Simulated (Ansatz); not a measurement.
**ClF₂H₃OSi: search for a transition state, part 1 of 2**

Is there a first-order saddle for this four-centre ligand exchange, which should form Si1–O7, Cl2–H6 and break Si1–Cl2, H6–O7, and which two structures does it connect?

Method: PBE0-D4, def2-SVP first, then def2-TZVP; program: Ansatz 0.2.0, Gaussian basis.

152 further runs of the same task are left out: 152 set aside as unsound or not needed.

### 1 Starting geometry

The guess: 8 atoms, charge 0, spin multiplicity 1.

Atoms are counted from 1 here; the program's logs count them from 0.

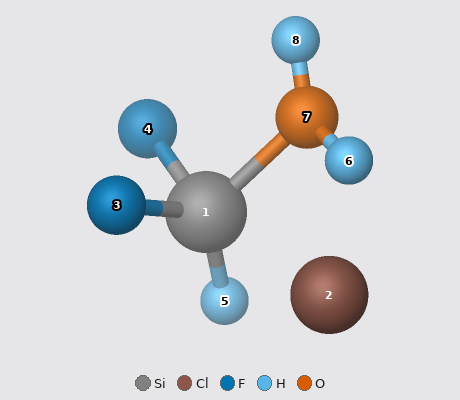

Start geometry, drawn with colours as in the key; atoms are numbered from 1 in the order of the file.

Coordinates:

```
Si   -0.51750   -0.34350   -0.33680
Cl    1.59690    0.22750   -1.42840
F     0.01160   -1.82940   -0.11970
F    -1.74690   -0.45520    0.71650
H    -1.21180    0.15000   -1.48560
H     1.25800    0.81530    0.19670
O     0.34890    0.73040    0.74690
H     0.26080    0.70490    1.71030
```

Distances that are to change: Si1–O7 1.75 Å, Cl2–H6 1.76 Å, Si1–Cl2 2.45 Å, H6–O7 1.07 Å.

### 2 Relaxing the guess with the reacting distances held

Contents of hold/in.yaml:

```yaml
crystal:
  periodic: [false, false, false]
  atoms:
    - {symbol: Si, position_ang: [-0.517500, -0.343500, -0.336800]}
    - {symbol: Cl, position_ang: [1.596900, 0.227500, -1.428400]}
    - {symbol: F, position_ang: [0.011600, -1.829400, -0.119700]}
    - {symbol: F, position_ang: [-1.746900, -0.455200, 0.716500]}
    - {symbol: H, position_ang: [-1.211800, 0.150000, -1.485600]}
    - {symbol: H, position_ang: [1.258000, 0.815300, 0.196700]}
    - {symbol: O, position_ang: [0.348900, 0.730400, 0.746900]}
    - {symbol: H, position_ang: [0.260800, 0.704900, 1.710300]}
basis:
  gaussian: {orbitals: def2-SVP}
hamiltonian: {xc: pbe0, dispersion: d4}
relax: {f_tol: 0.04, max_steps: 150, escape_saddle: false, constraints: [{distance: [0, 6]}, {distance: [1, 5]}, {distance: [0, 1]}, {distance: [5, 6]}]}
```

Run with:

```console
ansatz run in.yaml --threads 4 --pin off --events-out ev --progress --plain --max-ram 9574MiB
```

Log, shortened:

```text
Functional definition: PBE0
  name "PBE0"
  cite "Adamo & Barone, J. Chem. Phys. 110, 6158 (1999) doi:10.1063/1.478522"
  cite "Perdew, Burke & Ernzerhof, Phys. Rev. Lett. 77, 3865 (1996) doi:10.1103/PhysRevLett.77.3865"
  parent pbe
[...]
921 factors; integrals over basis functions are off by at most 3.7e-4 eV
[...]
mean field -27906.68657734 eV, -1025.5518158857 hartree, gradient 5.8e-5 eV, S^2 0.000000; 0 other end points of the search recorded, 0 dependent functions left out
[...]
reference -27906.68659817 eV, -1025.5518166511 hartree; 30, 30 occupied and 63, 63 virtual orbitals, 921 factors
relax step   1: F+E_penalty+E_count = -27906.82802179 eV  Δ(F+E_penalty+E_count) = +0.000e0 eV  max|allowed force component| = 7.118e-1 eV/Å  Δτ_max = 0.0000 Å  (24 SCF iters, accepted)
[...]
relax step   4: F+E_penalty+E_count = -27906.87716712 eV  Δ(F+E_penalty+E_count) = -4.398e-4 eV  max|allowed force component| = 1.468e-1 eV/Å  Δτ_max = 0.0409 Å  (28 SCF iters, accepted)
[...]
relax step   5: F+E_penalty+E_count = -27906.87960295 eV  Δ(F+E_penalty+E_count) = -2.436e-3 eV  max|allowed force component| = 3.147e-2 eV/Å  Δτ_max = 0.0167 Å  (29 SCF iters, accepted)
  distance Si 0 - O 6 held at 1.754513 Å   reaction = -9.3148e-1 eV/Å
  distance Cl 1 - H 5 held at 1.761054 Å   reaction = -5.6978e-2 eV/Å
  distance Si 0 - Cl 1 held at 2.447104 Å   reaction = +1.7758e-1 eV/Å
  distance H 5 - O 6 held at 1.066016 Å   reaction = +8.5026e-2 eV/Å
921 factors; integrals over basis functions are off by at most 3.8e-4 eV
mean field -27906.73852106 eV, -1025.5537247821 hartree, gradient 1.3e-5 eV, S^2 0.000000; 1 other end points of the search recorded, 0 dependent functions left out
[...]
reference -27906.73854197 eV, -1025.5537255505 hartree; 30, 30 occupied and 63, 63 virtual orbitals, 921 factors
Total energy: -27906.87962386 eV, -1025.5589102146 hartree
Atom 0 at    -0.514044    -0.352076    -0.315407 Å, force    -0.317405    -0.508412    -0.654747 eV/Å
Atom 1 at     1.586353     0.242941    -1.421121 Å, force    -0.143212    -0.069475     0.020979 eV/Å
Atom 2 at     0.014928    -1.864346    -0.175674 Å, force     0.000461     0.007362    -0.000903 eV/Å
Atom 3 at    -1.755310    -0.415942     0.750319 Å, force     0.021638     0.000034     0.008689 eV/Å
Atom 4 at    -1.206341     0.116554    -1.519290 Å, force     0.012792    -0.013619     0.004986 eV/Å
Atom 5 at     1.265161     0.808895     0.215291 Å, force    -0.088327     0.012841     0.085999 eV/Å
Atom 6 at     0.344901     0.746154     0.749684 Å, force     0.539537     0.577952     0.537370 eV/Å
Atom 7 at     0.264352     0.717820     1.716098 Å, force    -0.025485    -0.006683    -0.002371 eV/Å
Dipole moment:    -0.003299     0.462637     0.667798 e Å
```

Run time: 12 s. Hardware: 4 threads of Arm Neoverse V1, shared host.

Relaxation path:

```csv
step,energy from step 1 (eV),largest force component (eV/Å)
1,0.0000,0.7118
2,-0.0388,0.3177
3,-0.0487,0.0703
4,-0.0491,0.1468
5,-0.0516,0.0315
```

Distances of close pairs at the start and the end, largest changes first:

```csv
bond,before (Å),after (Å),change (Å)
Si1–H5,1.430,1.466,+0.036
Si1–F3,1.592,1.608,+0.016
Si1–F4,1.623,1.637,+0.014
O7–H8,0.968,0.970,+0.002
Si1–O7,1.755,1.755,+0.000
H6–O7,1.066,1.066,-0.000
```

### 3 Force constants to start from

Contents of hessian/in.yaml:

```yaml
crystal:
  periodic: [false, false, false]
  atoms:
    - {symbol: Si, position_ang: [-0.514044, -0.352076, -0.315407]}
    - {symbol: Cl, position_ang: [1.586353, 0.242941, -1.421121]}
    - {symbol: F, position_ang: [0.014928, -1.864346, -0.175674]}
    - {symbol: F, position_ang: [-1.755310, -0.415942, 0.750319]}
    - {symbol: H, position_ang: [-1.206341, 0.116554, -1.519290]}
    - {symbol: H, position_ang: [1.265161, 0.808895, 0.215291]}
    - {symbol: O, position_ang: [0.344901, 0.746154, 0.749684]}
    - {symbol: H, position_ang: [0.264352, 0.717820, 1.716098]}
basis:
  gaussian: {orbitals: def2-SVP}
hamiltonian: {xc: pbe0, dispersion: d4}
phonons: {}
scf: {lower_state_search: off}
```

Run with:

```console
ansatz run in.yaml --threads 4 --pin off --events-out ev --progress --plain --max-ram 9574MiB
```

Log, shortened:

```text
[... 5 set-up lines as earlier in the session ...]
[...]
921 factors; integrals over basis functions are off by at most 3.8e-4 eV
[...]
mean field -27906.73851962 eV, -1025.5537247294 hartree, gradient 2.6e-6 eV, S^2 0.000000; 0 other end points of the search recorded, 0 dependent functions left out
[...]
reference -27906.73854044 eV, -1025.5537254946 hartree; 30, 30 occupied and 63, 63 virtual orbitals, 921 factors
[... from here to the last solve, the lines of the solves are left out (47 solves) ...]
921 factors; integrals over basis functions are off by at most 3.8e-4 eV
mean field -27906.73835868 eV, -1025.5537188148 hartree, gradient 1.7e-6 eV, S^2 0.000000; 0 other end points of the search recorded, 0 dependent functions left out
[...]
WARN: phonons: modes at or below zero, which the zero-point energy, F, S and C_V leave out: 1, the lowest at -289.51 cm⁻¹. A minimum has none, and a first-order saddle one
[...]
Atom 0 at    -0.514044    -0.352076    -0.315407 Å, force    -0.317452    -0.508426    -0.654729 eV/Å
Atom 1 at     1.586353     0.242941    -1.421121 Å, force    -0.143203    -0.069476     0.020958 eV/Å
Atom 2 at     0.014928    -1.864346    -0.175674 Å, force     0.000464     0.007396    -0.000879 eV/Å
Atom 3 at    -1.755310    -0.415942     0.750319 Å, force     0.021647     0.000017     0.008659 eV/Å
Atom 4 at    -1.206341     0.116554    -1.519290 Å, force     0.012797    -0.013614     0.004993 eV/Å
Atom 5 at     1.265161     0.808895     0.215291 Å, force    -0.088329     0.012839     0.086001 eV/Å
Atom 6 at     0.344901     0.746154     0.749684 Å, force     0.539576     0.577963     0.537415 eV/Å
Atom 7 at     0.264352     0.717820     1.716098 Å, force    -0.025499    -0.006698    -0.002417 eV/Å
Dipole moment:    -0.003298     0.462639     0.667798 e Å
Vibrations: -289.51 111.86 206.14 312.44 322.11 385.23 427.68 618.13 703.35 741.95 832.91 927.18 931.27 1030.81 1127.28 2369.24 2385.70 3808.50 cm⁻¹, zero-point energy 1.068855 eV
Checks for a lower state left out: stability, starts, cluster_reference, orbital_swaps, neighbouring_geometries, increment
```

It took 36 s on 4 threads of Arm Neoverse V1, shared host.

The structure is not stationary yet, so these wavenumbers are no spectrum; the search needs only the force constants.

### 4 Saddle search in the small basis

A small driver takes partitioned rational-function steps: uphill along one mode, downhill along the rest. It calls the program once a step for energy and forces and updates the Hessian by Bofill's formula. It stops when the largest force is under 0.04 eV/Å and the followed curvature is negative. The first step's input:

Contents of presaddle/in.yaml:

```yaml
crystal:
  periodic: [false, false, false]
  atoms:
    - {symbol: Si, position_ang: [-0.514044, -0.352076, -0.315407]}
    - {symbol: Cl, position_ang: [1.586353, 0.242941, -1.421121]}
    - {symbol: F, position_ang: [0.014928, -1.864346, -0.175674]}
    - {symbol: F, position_ang: [-1.755310, -0.415942, 0.750319]}
    - {symbol: H, position_ang: [-1.206341, 0.116554, -1.519290]}
    - {symbol: H, position_ang: [1.265161, 0.808895, 0.215291]}
    - {symbol: O, position_ang: [0.344901, 0.746154, 0.749684]}
    - {symbol: H, position_ang: [0.264352, 0.717820, 1.716098]}
basis:
  gaussian: {orbitals: def2-SVP}
hamiltonian: {xc: pbe0, dispersion: d4}
output: {forces: true}
scf: {lower_state_search: off}
```

Run with:

```console
ansatz run in.yaml --threads 4 --pin off --events-out ev --progress --plain --max-ram 9574MiB
```

Step by step:

```csv
step,energy (eV),largest force (eV/Å),followed curvature (eV/Å²)
1,-27906.87960,0.6547,-2.14
2,-27906.87466,0.2392,-2.84
3,-27906.87557,0.0301,-2.59
```

The 3 steps took 4.1 s in all (4 threads of Arm Neoverse V1, shared host).

### 5 Saddle search in triple zeta

The search itself is an outer loop (partitioned rational-function steps, Bofill update of the Hessian). Each step is one single-point run with forces. It stops when the largest force is under 0.01 eV/Å and the followed curvature is negative. The first step's input:

Contents of saddle/in.yaml:

```yaml
crystal:
  periodic: [false, false, false]
  atoms:
    - {symbol: Si, position_ang: [-0.551404, -0.356683, -0.285476]}
    - {symbol: Cl, position_ang: [1.628242, 0.269110, -1.390626]}
    - {symbol: F, position_ang: [0.014559, -1.854345, -0.171302]}
    - {symbol: F, position_ang: [-1.801795, -0.442397, 0.755616]}
    - {symbol: H, position_ang: [-1.181405, 0.122919, -1.514841]}
    - {symbol: H, position_ang: [1.269127, 0.786403, 0.123688]}
    - {symbol: O, position_ang: [0.339379, 0.768606, 0.758759]}
    - {symbol: H, position_ang: [0.283296, 0.706387, 1.724081]}
basis:
  gaussian: {orbitals: def2-TZVP}
hamiltonian: {xc: pbe0, dispersion: d4}
output: {forces: true}
scf: {lower_state_search: off}
```

Run with:

```console
ansatz run in.yaml --threads 4 --pin off --events-out ev --progress --plain --max-ram 9574MiB
```

The driver's record:

```csv
step,energy (eV),largest force (eV/Å),followed curvature (eV/Å²)
1,-27923.73821,0.9047,-2.59
2,-27923.76987,0.3005,-2.97
3,-27923.77128,0.1483,-3.32
4,-27923.77199,0.0192,-3.32
5,-27923.77211,0.0050,-3.32
```

The 5 steps took 15 s in all (4 threads of Arm Neoverse V1, shared host).

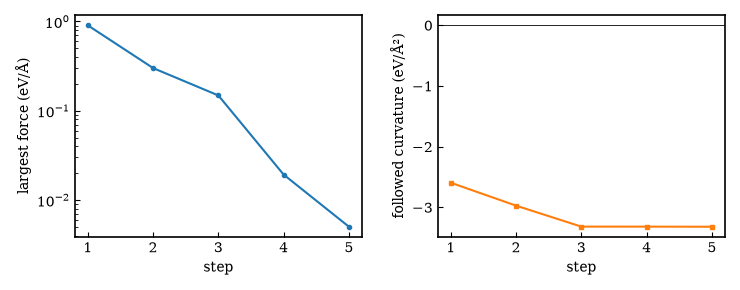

Largest force and followed curvature during the search.

Geometry at the end of the search:

```csv
atom,x (Å),y (Å),z (Å)
Si1,-0.5492,-0.3598,-0.2751
Cl2,1.6319,0.2528,-1.3981
F3,0.0059,-1.8322,-0.1637
F4,-1.7896,-0.4401,0.7412
H5,-1.1667,0.1196,-1.5048
H6,1.2339,0.8019,0.1477
O7,0.3180,0.7830,0.7466
H8,0.3157,0.6748,1.7062
```

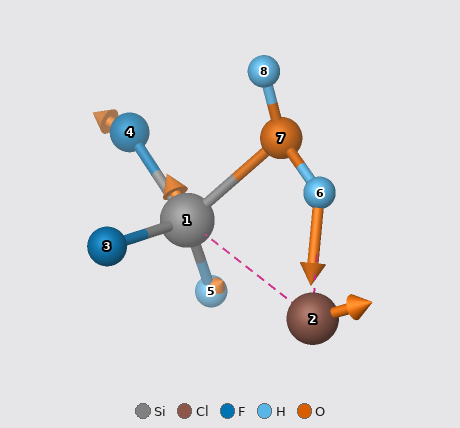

The point found; broken lines mark the pairs that react, arrows the followed mode.

### 6 Vibrations at the point found

Contents of vib/in.yaml:

```yaml
crystal:
  periodic: [false, false, false]
  atoms:
    - {symbol: Si, position_ang: [-0.549164, -0.359800, -0.275131]}
    - {symbol: Cl, position_ang: [1.631915, 0.252773, -1.398069]}
    - {symbol: F, position_ang: [0.005908, -1.832162, -0.163700]}
    - {symbol: F, position_ang: [-1.789609, -0.440109, 0.741155]}
    - {symbol: H, position_ang: [-1.166660, 0.119577, -1.504803]}
    - {symbol: H, position_ang: [1.233908, 0.801916, 0.147692]}
    - {symbol: O, position_ang: [0.317989, 0.782973, 0.746563]}
    - {symbol: H, position_ang: [0.315714, 0.674832, 1.706192]}
basis:
  gaussian: {orbitals: def2-TZVP}
hamiltonian: {xc: pbe0, dispersion: d4}
phonons: {temperatures: {t_min: 298.15, t_max: 900, t_step: 200}}
```

Run with:

```console
ansatz run in.yaml --threads 4 --pin off --events-out ev --progress --plain --max-ram 9574MiB
```

Log, shortened:

```text
[... 5 set-up lines as earlier in the session ...]
[...]
1131 factors; their error is unknown
[...]
mean field -27923.63115084 eV, -1026.1745174763 hartree, gradient 4.0e-5 eV, S^2 0.000000; 0 other end points of the search recorded, 0 dependent functions left out
[...]
reference -27923.63117646 eV, -1026.1745184180 hartree; 30, 30 occupied and 155, 155 virtual orbitals, 1131 factors
[... from here to the last solve, the lines of the solves are left out (47 solves) ...]
1131 factors; their error is unknown
[...]
mean field -27923.63099228 eV, -1026.1745116495 hartree, gradient 9.0e-7 eV, S^2 0.000000; 0 other end points of the search recorded, 0 dependent functions left out
[...]
WARN: phonons: modes at or below zero, which the zero-point energy, F, S and C_V leave out: 1, the lowest at -367.36 cm⁻¹. A minimum has none, and a first-order saddle one
[...]
Total energy: -27923.77211301 eV, -1026.1796977404 hartree
Atom 0 at    -0.549164    -0.359800    -0.275131 Å, force    -0.003264     0.000118    -0.001672 eV/Å
Atom 1 at     1.631915     0.252773    -1.398069 Å, force     0.001318     0.001213     0.000732 eV/Å
Atom 2 at     0.005908    -1.832162    -0.163700 Å, force    -0.000253    -0.002044    -0.001395 eV/Å
Atom 3 at    -1.789609    -0.440109     0.741155 Å, force    -0.000866    -0.001015    -0.000554 eV/Å
Atom 4 at    -1.166660     0.119577    -1.504803 Å, force     0.002171    -0.000563     0.001850 eV/Å
Atom 5 at     1.233908     0.801916     0.147692 Å, force    -0.000274    -0.002547    -0.000482 eV/Å
Atom 6 at     0.317989     0.782973     0.746563 Å, force    -0.003848     0.001698     0.004654 eV/Å
Atom 7 at     0.315714     0.674832     1.706192 Å, force     0.005016     0.003139    -0.003134 eV/Å
Dipole moment:    -0.095688     0.343473     0.642016 e Å
Vibrations: -367.36 117.97 207.99 316.71 332.08 390.93 442.03 566.43 708.73 767.01 823.39 910.56 925.97 1030.28 1125.87 2067.75 2369.98 3812.35 cm⁻¹, zero-point energy 1.048660 eV
```

Run time: 91 s. Hardware: 4 threads of Arm Neoverse V1, shared host.

The modes, with what each moves most:

```csv
mode,wavenumber (cm⁻¹),character
1,367i,"changes Cl2–H6, H6–O7"
2,118,bend
3,208,"not assigned (largely outside the bonds, angles and torsions drawn)"
4,317,bend with torsion
5,332,"not assigned (largely outside the bonds, angles and torsions drawn)"
6,391,torsion with bend
7,442,"not assigned (largely outside the bonds, angles and torsions drawn)"
8,566,Si–O stretch
9,709,bend
10,767,bend with torsion
11,823,Si–F stretch
12,911,bend with torsion
13,926,Si–F stretch
14,1030,"mixed, led by bend"
15,1126,bend
16,2068,O–H stretch
17,2370,Si–H stretch
18,3812,O–H stretch
```

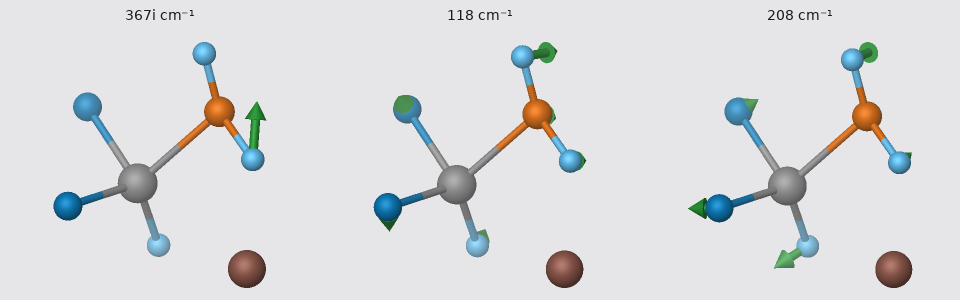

How the atoms move in 3 of the modes.

Vibrational sums (real modes only):

```csv
T (K),entropy (J/mol/K),heat capacity (J/mol/K)
298,46.9,61.5
498,85.6,88.6
698,118.1,103.4
898,145.4,112.7
```

### 7 Relaxing after a step of 0.30 Å one way along the mode

Contents of downa/in.yaml:

```yaml
crystal:
  periodic: [false, false, false]
  atoms:
    - {symbol: Si, position_ang: [-0.657806, -0.357327, -0.139266]}
    - {symbol: Cl, position_ang: [1.814648, 0.386735, -1.341811]}
    - {symbol: F, position_ang: [0.002077, -1.798458, -0.165352]}
    - {symbol: F, position_ang: [-1.930246, -0.494816, 0.795674]}
    - {symbol: H, position_ang: [-1.096532, 0.133823, -1.458936]}
    - {symbol: H, position_ang: [1.282128, 0.701748, -0.130949]}
    - {symbol: O, position_ang: [0.288977, 0.744360, 0.730612]}
    - {symbol: H, position_ang: [0.296754, 0.683935, 1.709929]}
basis:
  gaussian: {orbitals: def2-TZVP}
hamiltonian: {xc: pbe0, dispersion: d4}
relax: {f_tol: 0.005, max_steps: 200}
```

Run with:

```console
ansatz run in.yaml --threads 4 --pin off --events-out ev --progress --plain --max-ram 9574MiB
```

Log, shortened:

```text
[... 5 set-up lines as earlier in the session ...]
[...]
1131 factors; their error is unknown
[...]
mean field -27923.89258873 eV, -1026.1841251417 hartree, gradient 5.7e-5 eV, S^2 0.000000; 0 other end points of the search recorded, 0 dependent functions left out
[...]
reference -27923.89261487 eV, -1026.1841261021 hartree; 30, 30 occupied and 155, 155 virtual orbitals, 1131 factors
relax step   1: F+E_penalty+E_count = -27924.03393867 eV  Δ(F+E_penalty+E_count) = +0.000e0 eV  max|allowed force component| = 1.499e0 eV/Å  Δτ_max = 0.0000 Å  (27 SCF iters, accepted)
[...]
reference -27924.56718699 eV, -1026.2089161705 hartree; 30, 30 occupied and 155, 155 virtual orbitals, 1131 factors
Total energy: -27924.68429663 eV, -1026.2132198703 hartree
Atom 0 at    -0.961278    -0.563531     0.044416 Å, force    -0.002898    -0.002323     0.003870 eV/Å
Atom 1 at     2.503514     1.615013    -1.369699 Å, force    -0.003991    -0.002264     0.003484 eV/Å
Atom 2 at    -0.966602    -2.092350     0.443467 Å, force     0.000318     0.004300    -0.000800 eV/Å
Atom 3 at    -2.237017     0.072210     0.726385 Å, force     0.003717    -0.001522    -0.002187 eV/Å
Atom 4 at    -1.007396    -0.401668    -1.406977 Å, force    -0.000212    -0.000139     0.000068 eV/Å
Atom 5 at     1.682018     1.044542    -0.552674 Å, force     0.004379     0.002176    -0.003248 eV/Å
Atom 6 at     0.390203     0.159239     0.588834 Å, force    -0.000737     0.001159    -0.001533 eV/Å
Atom 7 at     0.596558     0.166544     1.526149 Å, force    -0.000577    -0.001389     0.000346 eV/Å
Dipole moment:    -0.140659    -0.118969     0.343899 e Å
```

It took 91 s on 4 threads of Arm Neoverse V1, shared host.

The steps of the relaxation: (not every step is listed) (the energy doesn't fall at every step)

```csv
step,energy from step 1 (eV),largest force component (eV/Å)
1,0.0000,1.4986
2,-0.2120,0.9500
3,-0.3852,1.3072
4,-0.5392,1.1384
5,-0.6141,0.7391
6,-0.6202,0.7281
7,-0.6322,0.3002
8,-0.6361,0.1775
9,-0.6381,0.1488
11,-0.6434,0.1282
13,-0.6453,0.0182
15,-0.6474,0.0738
17,-0.6452,0.3296
19,-0.6488,0.0183
21,-0.6493,0.0240
23,-0.6495,0.0165
25,-0.6498,0.0266
27,-0.6501,0.0293
29,-0.6501,0.0039
30,-0.6502,0.0056
31,-0.6502,0.0620
32,-0.6503,0.0142
33,-0.6503,0.0164
34,-0.6503,0.0106
35,-0.6503,0.0044
```

Distances of close pairs at the start and the end, largest changes first:

```csv
bond,before (Å),after (Å),change (Å)
Cl2–H6,1.360,1.291,-0.068
Si1–O7,1.693,1.626,-0.067
O7–H8,0.981,0.960,-0.021
Si1–H5,1.475,1.461,-0.014
Si1–F3,1.585,1.580,-0.005
Si1–F4,1.585,1.580,-0.005
```

(Continued in part 2 of 2.)
